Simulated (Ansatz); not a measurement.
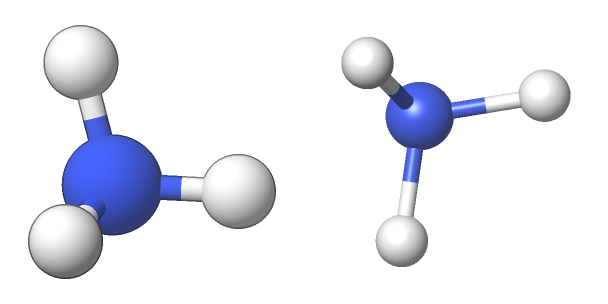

The same structure drawn twice, from different directions. Colours: nitrogen blue, hydrogen white.

The geometry was computed by an optimisation with PBE0-D4/def2-TZVP.

Give the formula.

Answer. NH₃, 4 atoms: 1 nitrogen and 3 hydrogen.

Count the bonded pairs by element.

Answer. 3 N–H. Sticks follow a distance rule.

The parts below concern this one geometry. Atoms keep their numbers from picture to picture.

Geometry

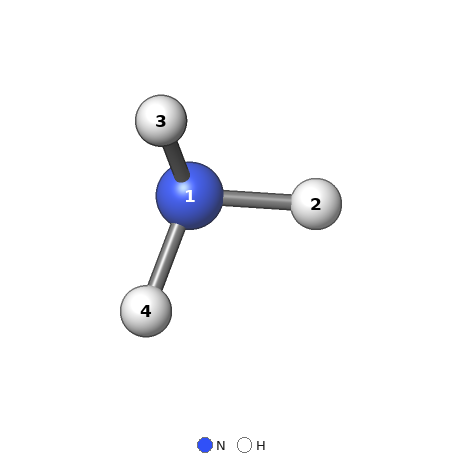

Numbered structure.

What is the geometry at N1?

Answer. N1 has 3 neighbours (H2 at 1.01, H3 at 1.01, H4 at 1.01 Å); the arrangement is trigonal pyramidal.

Electronic properties

Method: RKS PBE0-D4/def2-TZVP (Ansatz 0.2.0).

What does the calculation give?

- dipole moment: 1.69 D
- harmonic zero-point energy: 90.5 kJ/mol

Thermal motion

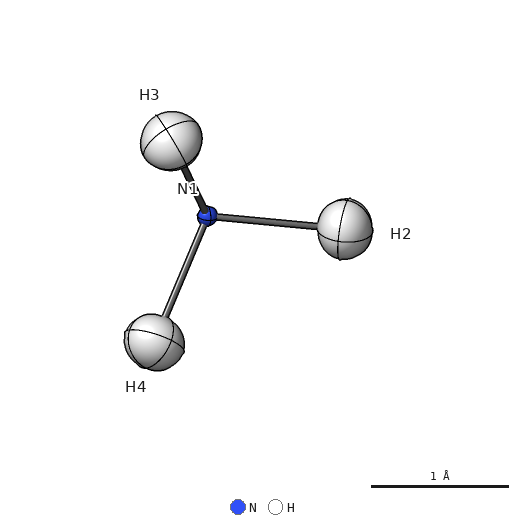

Displacement ellipsoids at the 50 % level, enlarged 2 times, from the internal vibrations of the free molecule (harmonic, no overall translation or rotation; no half-axis is drawn under 0.075 Å). Vibrations computed with RKS PBE0-D4/def2-TZVP (Ansatz 0.2.0). Temperature: 298 K.

Which atom moves most?

Answer. H2, H3, H4, with U_eq = 0.0051 Å².

List U_eq and the three principal root-mean-square amplitudes for each kind of atom.

```json
{"atom": "N1", "U_eq (Å²)": "0.00011", "rms amplitudes (Å)": "0.008, 0.008, 0.014"}
{"atom": "H2, H3, H4", "U_eq (Å²)": "0.0051", "rms amplitudes (Å)": "0.066, 0.074, 0.074"}
```

Charges

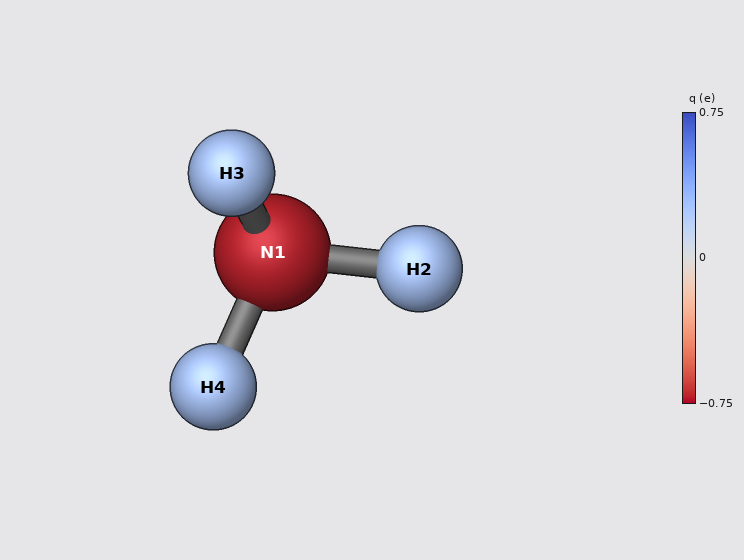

Atoms are coloured by their Mulliken charges. Level of theory: RKS PBE0-D4/def2-TZVP (Ansatz 0.2.0).

List the Mulliken charges.

```csv
atom,value (e)
N1,−0.70
H2,0.23
H3,0.23
H4,0.23
```

Mulliken values depend strongly on the basis set and can even reverse the polarity of a bond.
